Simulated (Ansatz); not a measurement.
# Geometry relaxation, with input and output: GaH$_{3}$

GaH$_{3}$, computed with RKS B3LYP-D4/def2-SVP (Ansatz 0.2.0).

It belongs to a series of runs on one base structure; here: end point B relaxed. Figures and captions count atoms from 1; the log counts them from 0 in places.

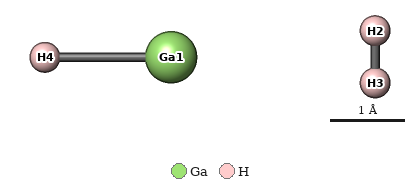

Figure 1. The input geometry (ball-and-stick view, seen on its broad side; atoms are numbered from 1 in the order of the input). Sticks mark near contacts. Bond lengths as drawn: Ga–H 1.71 Å and H–H 0.71 Å.

### Summary

- outcome: converged
- total energy: −52419.9733 eV
- mean-field energy: −52419.9401 eV
- largest force (length of the vector) at the end: 0.027 eV/Å
- hardware: 1 thread of Arm Neoverse V2, 24 GiB of memory available, shared host
- wall time: 13 s
- peak memory: 0.091 GiB

### The input
```yaml
crystal:
  periodic: [false, false, false]
  atoms:
    - { symbol: Ga, position_ang: [-0.430246, 0.002409, -0.250006] }
    - { symbol: H, position_ang: [1.781355, -0.000443, 1.440718] }
    - { symbol: H, position_ang: [2.138436, -0.000443, 0.823089] }
    - { symbol: H, position_ang: [-1.910945, -0.001523, -1.102301] }
basis:
  gaussian: { orbitals: def2-SVP }
hamiltonian:
  xc: b3lyp
  dispersion: d4
relax:
  f_tol: 0.03
  max_steps: 50
output:
  orbitals: {}
```

Launch command:
```bash
ansatz run input.yaml --threads 1 --pin off --max-ram 2048MiB --backend cpu --events-out ev --progress --plain --runs-dir out
```

### What the program printed
```
The last accepted step is kept in [file] (removed where the run ends without a failure and the disk answers)
Engine: ansatz 0.2.0, aarch64-unknown-linux-gnu
Functional definition: B3LYP
  parameter a0 = 0.2
  parameter ax = 0.72
  parameter ac = 0.81
  exchange = (1 - a0 - ax)*slater_x + ax*b88_x + a0*exact_x
  correlation = (1 - ac)*vwn_rpa_c + ac*lyp_c
496 factors; integrals over basis functions are off by at most 2.4e-4 eV
mean field evaluation 1: about -52418.7696 eV, gradient 1.8e1 eV
mean field evaluation 2: about -52419.0954 eV, gradient 1.8e1 eV
mean field evaluation 4: about -52419.5666 eV, gradient 3.8e-1 eV
mean field evaluation 8: about -52419.5673 eV, gradient 3.7e-3 eV
mean field -52419.56730700 eV, -1926.3835672735 hartree, gradient 4.8e-5 eV, S^2 0.000000; 0 other end points of the search recorded, 0 dependent functions left out
the calculation of the forces begins
reference -52419.56750770 eV, -1926.3835746489 hartree; 17, 17 occupied and 30, 30 virtual orbitals, 496 factors
relax step   1: F+E_penalty+E_count = -52419.62705726 eV  Δ(F+E_penalty+E_count) = +0.000e0 eV  max|allowed force component| = 1.688e0 eV/Å  Δτ_max = 0.0000 Å  (21 SCF iters, accepted)
these checks for a lower state are left out or cut short: starts, cluster_reference, orbital_swaps, neighbouring_geometries, increment
496 factors; integrals over basis functions are off by at most 2.7e-4 eV
mean field evaluation 16: about -52419.8043 eV, gradient 3.8e-2 eV
mean field -52419.80428855 eV, -1926.3922761845 hartree, gradient 3.7e-5 eV, S^2 0.000000; 0 other end points of the search recorded, 0 dependent functions left out
[... from here on the field's lines of each further geometry are left out, up to the last ...]
relax step   2: F+E_penalty+E_count = -52419.85897580 eV  Δ(F+E_penalty+E_count) = -2.319e-1 eV  max|allowed force component| = 2.837e-1 eV/Å  Δτ_max = 0.1947 Å  (22 SCF iters, accepted)
relax step   3: F+E_penalty+E_count = -52419.94114720 eV  Δ(F+E_penalty+E_count) = -8.217e-2 eV  max|allowed force component| = 1.971e-1 eV/Å  Δτ_max = 0.2000 Å  (22 SCF iters, accepted)
relax step   4: F+E_penalty+E_count = -52419.96640110 eV  Δ(F+E_penalty+E_count) = -2.525e-2 eV  max|allowed force component| = 3.845e-2 eV/Å  Δτ_max = 0.2000 Å  (22 SCF iters, accepted)
relax step   5: F+E_penalty+E_count = -52419.96941332 eV  Δ(F+E_penalty+E_count) = -3.012e-3 eV  max|allowed force component| = 9.672e-3 eV/Å  Δτ_max = 0.0753 Å  (20 SCF iters, accepted)
relax step   6: F+E_penalty+E_count = -52419.97078322 eV  Δ(F+E_penalty+E_count) = -1.370e-3 eV  max|allowed force component| = 2.903e-2 eV/Å  Δτ_max = 0.0752 Å  (20 SCF iters, accepted)
relax step   7: F+E_penalty+E_count = -52419.97116918 eV  Δ(F+E_penalty+E_count) = -3.860e-4 eV  max|allowed force component| = 3.584e-2 eV/Å  Δτ_max = 0.0491 Å  (18 SCF iters, accepted)
relax step   8: F+E_penalty+E_count = -52419.97143454 eV  Δ(F+E_penalty+E_count) = -2.654e-4 eV  max|allowed force component| = 1.029e-2 eV/Å  Δτ_max = 0.0507 Å  (20 SCF iters, accepted)
relax step   9: F+E_penalty+E_count = -52419.97151762 eV  Δ(F+E_penalty+E_count) = -8.309e-5 eV  max|allowed force component| = 3.135e-2 eV/Å  Δτ_max = 0.0257 Å  (22 SCF iters, accepted)
relax step  10: F+E_penalty+E_count = -52419.97156781 eV  Δ(F+E_penalty+E_count) = -5.018e-5 eV  max|allowed force component| = 4.218e-3 eV/Å  Δτ_max = 0.0167 Å  (18 SCF iters, accepted)
relax step  11: F+E_penalty+E_count = -52419.97164338 eV  Δ(F+E_penalty+E_count) = -7.557e-5 eV  max|allowed force component| = 6.995e-3 eV/Å  Δτ_max = 0.0222 Å  (18 SCF iters, accepted)
relax step  12: F+E_penalty+E_count = -52419.97174639 eV  Δ(F+E_penalty+E_count) = -1.030e-4 eV  max|allowed force component| = 4.990e-3 eV/Å  Δτ_max = 0.0163 Å  (21 SCF iters, accepted)
relax step  13: F+E_penalty+E_count = -52419.97189392 eV  Δ(F+E_penalty+E_count) = -1.475e-4 eV  max|allowed force component| = 6.636e-3 eV/Å  Δτ_max = 0.0148 Å  (21 SCF iters, accepted)
relax step  14: F+E_penalty+E_count = -52419.97209381 eV  Δ(F+E_penalty+E_count) = -1.999e-4 eV  max|allowed force component| = 9.771e-3 eV/Å  Δτ_max = 0.0141 Å  (21 SCF iters, accepted)
relax step  15: F+E_penalty+E_count = -52419.97235039 eV  Δ(F+E_penalty+E_count) = -2.566e-4 eV  max|allowed force component| = 1.293e-2 eV/Å  Δτ_max = 0.0188 Å  (21 SCF iters, accepted)
relax step  16: F+E_penalty+E_count = -52419.97266786 eV  Δ(F+E_penalty+E_count) = -3.175e-4 eV  max|allowed force component| = 1.582e-2 eV/Å  Δτ_max = 0.0237 Å  (21 SCF iters, accepted)
the calculation of the forces begins
reference -52419.94013985 eV, -1926.3972686279 hartree; 17, 17 occupied and 30, 30 virtual orbitals, 496 factors
relax step  17: F+E_penalty+E_count = -52419.97305075 eV  Δ(F+E_penalty+E_count) = -3.829e-4 eV  max|allowed force component| = 2.065e-2 eV/Å  Δτ_max = 0.0280 Å  (21 SCF iters, accepted)
```

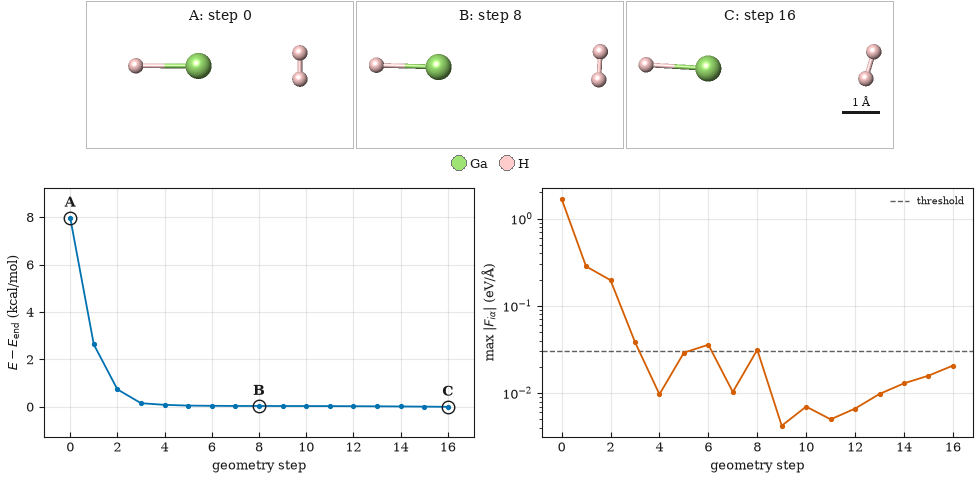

Figure 2. Frames of the relaxation (ball-and-stick view, seen on its broad side) above the curves, on which the letters mark them (the first geometry is step 0 here and step 1 in the log).

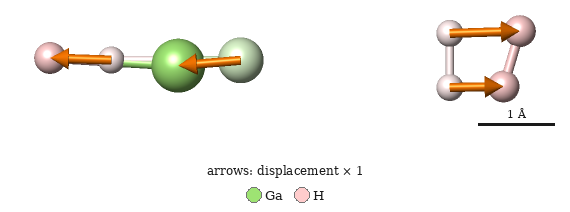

Figure 3. Start (faint) and end (solid) with the displacements as orange arrows, at true length (ball-and-stick view, seen on its broad side). The two geometries are laid on each other by the best rigid fit. The energy falls by 7.98 kcal/mol in 16 geometry steps. The largest force component goes from 1.7 to 0.021 eV/Å. H2 moves most after the best rigid fit: 0.92 Å. By element the largest moves are H 0.92 Å, Ga 0.83 Å. Among the contacts that change: H2–H3 0.713 → 0.761 Å, Ga1–H4 1.708 → 1.694 Å. (Atoms are counted from 1 in the order of the input.)

```
496 factors; integrals over basis functions are off by at most 3.0e-4 eV
mean field -52419.93991996 eV, -1926.3972605472 hartree, gradient 2.0e-5 eV, S^2 0.000000; 1 other end points of the search recorded, 0 dependent functions left out
the calculation of the forces begins
reference -52419.94013985 eV, -1926.3972686279 hartree; 17, 17 occupied and 30, 30 virtual orbitals, 496 factors
Total energy: -52419.97327063 eV, -1926.3984861617 hartree
Atom 0 at    -1.111328     0.006399    -0.720659 Å, force    -0.003097     0.000002    -0.007913 eV/Å
Atom 1 at     2.570193    -0.001959     1.924662 Å, force     0.015268    -0.000026    -0.018620 eV/Å
Atom 2 at     2.747044    -0.000703     1.184193 Å, force    -0.017805     0.000014     0.020651 eV/Å
Atom 3 at    -2.627309    -0.003738    -1.476696 Å, force     0.005634     0.000010     0.005882 eV/Å
Dipole moment:     0.074038     0.000438     0.036405 e Å
```

### Trajectory as extended XYZ (Å, eV, eV/Å), 17 frames, from step=1 to step=17
```
4
Properties=species:S:1:pos:R:3:forces:R:3 step=1 energy=-52419.62706
Ga   -0.4302    0.0024   -0.2500   -0.6893   0.0021  -0.3996
H     1.7814   -0.0004    1.4407   -0.5042  -0.0007   1.6881
H     2.1384   -0.0004    0.8231    1.2107  -0.0006  -1.2792
H    -1.9109   -0.0015   -1.1023   -0.0172  -0.0008  -0.0093
4
Properties=species:S:1:pos:R:3:forces:R:3 step=2 energy=-52419.85898
Ga   -0.5986    0.0032   -0.3478   -0.0411   0.0019  -0.0252
H     1.9238   -0.0006    1.5451    0.0304  -0.0003   0.2837
H     2.2997   -0.0006    0.8944    0.2603  -0.0003  -0.1153
H    -2.0463   -0.0019   -1.1802   -0.2495  -0.0013  -0.1432
4
Properties=species:S:1:pos:R:3:forces:R:3 step=3 energy=-52419.94115
Ga   -0.7626    0.0037   -0.4430    0.0315   0.0009   0.0174
H     2.0921   -0.0008    1.6438   -0.0493  -0.0001   0.1971
H     2.4688   -0.0008    0.9907    0.1453  -0.0001  -0.1414
H    -2.2196   -0.0021   -1.2800   -0.1275  -0.0007  -0.0731
4
Properties=species:S:1:pos:R:3:forces:R:3 step=4 energy=-52419.96640
Ga   -0.9276    0.0043   -0.5389    0.0149   0.0003   0.0082
H     2.2600   -0.0009    1.7449    0.0213   0.0000  -0.0092
H     2.6390   -0.0009    1.0853    0.0022   0.0000   0.0230
H    -2.3929   -0.0025   -1.3798   -0.0385  -0.0002  -0.0220
4
Properties=species:S:1:pos:R:3:forces:R:3 step=5 energy=-52419.96941
Ga   -0.9888    0.0047   -0.5749   -0.0097   0.0001  -0.0059
H     2.3240   -0.0010    1.7817    0.0056   0.0000   0.0051
H     2.7017   -0.0010    1.1219    0.0065   0.0000   0.0020
H    -2.4582   -0.0027   -1.4172   -0.0024  -0.0001  -0.0013
4
Properties=species:S:1:pos:R:3:forces:R:3 step=6 energy=-52419.97078
Ga   -1.0510    0.0051   -0.6114   -0.0290  -0.0001  -0.0169
H     2.3881   -0.0011    1.8191    0.0060   0.0000  -0.0036
H     2.7649   -0.0011    1.1584   -0.0008   0.0000   0.0068
H    -2.5235   -0.0029   -1.4546    0.0238   0.0001   0.0138
4
Properties=species:S:1:pos:R:3:forces:R:3 step=7 energy=-52419.97117
Ga   -1.0923    0.0054   -0.6358   -0.0358  -0.0001  -0.0208
H     2.4303   -0.0012    1.8440    0.0140   0.0000  -0.0208
H     2.8067   -0.0012    1.1823   -0.0115   0.0000   0.0224
H    -2.5661   -0.0031   -1.4790    0.0333   0.0001   0.0192
4
Properties=species:S:1:pos:R:3:forces:R:3 step=8 energy=-52419.97143
Ga   -1.1360    0.0056   -0.6616    0.0096   0.0001   0.0052
H     2.4725   -0.0012    1.8680   -0.0010   0.0000   0.0035
H     2.8472   -0.0012    1.2063    0.0016   0.0000  -0.0030
H    -2.6051   -0.0032   -1.5012   -0.0103  -0.0001  -0.0057
4
Properties=species:S:1:pos:R:3:forces:R:3 step=9 energy=-52419.97152
Ga   -1.1232    0.0056   -0.6838    0.0049   0.0001   0.0007
H     2.4855   -0.0015    1.8809    0.0191   0.0000  -0.0303
H     2.8295   -0.0009    1.2015   -0.0188   0.0000   0.0313
H    -2.6132   -0.0032   -1.4871   -0.0051  -0.0001  -0.0018
4
Properties=species:S:1:pos:R:3:forces:R:3 step=10 energy=-52419.97157
Ga   -1.1350    0.0058   -0.6922    0.0018   0.0001  -0.0009
H     2.5002   -0.0015    1.8890    0.0015   0.0000   0.0042
H     2.8398   -0.0009    1.2086   -0.0017   0.0000  -0.0033
H    -2.6264   -0.0033   -1.4939   -0.0016   0.0000   0.0001
4
Properties=species:S:1:pos:R:3:forces:R:3 step=11 energy=-52419.97164
Ga   -1.1446    0.0059   -0.7016    0.0004   0.0001  -0.0021
H     2.5192   -0.0016    1.9004    0.0010   0.0000   0.0070
H     2.8424   -0.0009    1.2121   -0.0016   0.0000  -0.0061
H    -2.6383   -0.0034   -1.4994    0.0003   0.0000   0.0013
4
Properties=species:S:1:pos:R:3:forces:R:3 step=12 energy=-52419.97175
Ga   -1.1479    0.0061   -0.7078   -0.0002   0.0000  -0.0030
H     2.5333   -0.0016    1.9088    0.0029   0.0000   0.0050
H     2.8372   -0.0009    1.2116   -0.0039   0.0000  -0.0040
H    -2.6440   -0.0035   -1.5011    0.0011   0.0000   0.0020
4
Properties=species:S:1:pos:R:3:forces:R:3 step=13 energy=-52419.97189
Ga   -1.1481    0.0062   -0.7130   -0.0008   0.0000  -0.0039
H     2.5462   -0.0017    1.9161    0.0054   0.0000   0.0018
H     2.8277   -0.0009    1.2095   -0.0066   0.0000  -0.0007
H    -2.6472   -0.0035   -1.5010    0.0021   0.0000   0.0028
4
Properties=species:S:1:pos:R:3:forces:R:3 step=14 energy=-52419.97209
Ga   -1.1451    0.0063   -0.7173   -0.0016   0.0000  -0.0049
H     2.5574   -0.0018    1.9220    0.0081   0.0000  -0.0029
H     2.8141   -0.0009    1.2058   -0.0098   0.0000   0.0041
H    -2.6478   -0.0036   -1.4989    0.0033   0.0000   0.0037
4
Properties=species:S:1:pos:R:3:forces:R:3 step=15 energy=-52419.97235
Ga   -1.1382    0.0063   -0.7202   -0.0023   0.0000  -0.0060
H     2.5656   -0.0018    1.9256    0.0109   0.0000  -0.0085
H     2.7961   -0.0008    1.2004   -0.0129   0.0000   0.0100
H    -2.6449   -0.0037   -1.4943    0.0043   0.0000   0.0046
4
Properties=species:S:1:pos:R:3:forces:R:3 step=16 energy=-52419.97267
Ga   -1.1268    0.0064   -0.7212   -0.0028   0.0000  -0.0070
H     2.5697   -0.0019    1.9264    0.0134   0.0000  -0.0141
H     2.7736   -0.0008    1.1931   -0.0157   0.0000   0.0158
H    -2.6379   -0.0037   -1.4868    0.0051   0.0000   0.0053
4
Properties=species:S:1:pos:R:3:forces:R:3 step=17 energy=-52419.97305
Ga   -1.1113    0.0064   -0.7207   -0.0031   0.0000  -0.0079
H     2.5702   -0.0020    1.9247    0.0153   0.0000  -0.0186
H     2.7470   -0.0007    1.1842   -0.0178   0.0000   0.0207
H    -2.6273   -0.0037   -1.4767    0.0056   0.0000   0.0059
```

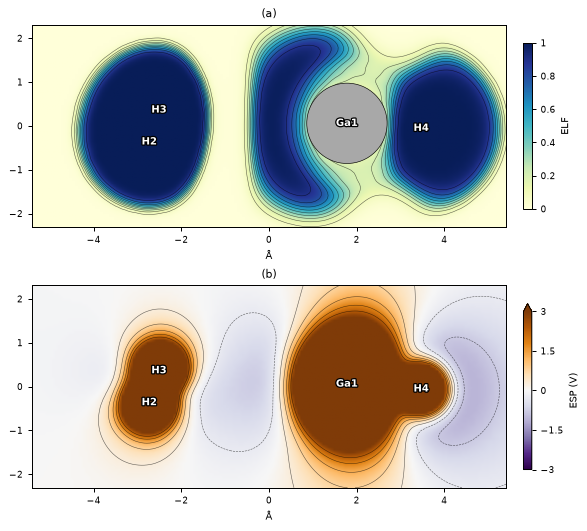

Figure 4. (a) electron localisation function; (b) molecular electrostatic potential on the molecular plane. Grey discs, where drawn, cover atomic cores. The section cuts through Ga and H sites. H–H (0.76 Å): the ELF peaks at about 1 between the atoms (a covalent bond by its length). Ga–H (1.69 Å): the ELF climbs to about 1 towards the hydrogen, as it does in any bond to H.

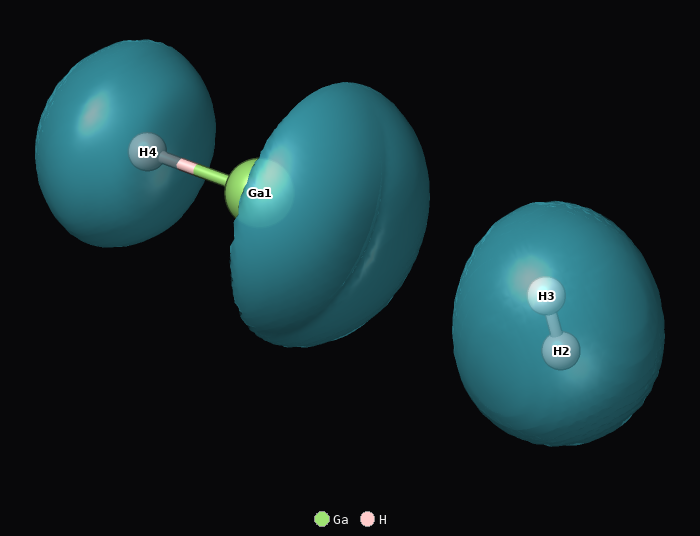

Figure 5. Isosurface of the electron localisation function at 0.9 (cyan), seen at an oblique angle. Core shells and regions of very low density are left out. Values along the shortest contacts: H–H (0.76 Å): the ELF peaks at about 1 between the atoms; a covalent bond by its length. Ga–H (1.69 Å): the ELF climbs to about 1 towards the hydrogen.
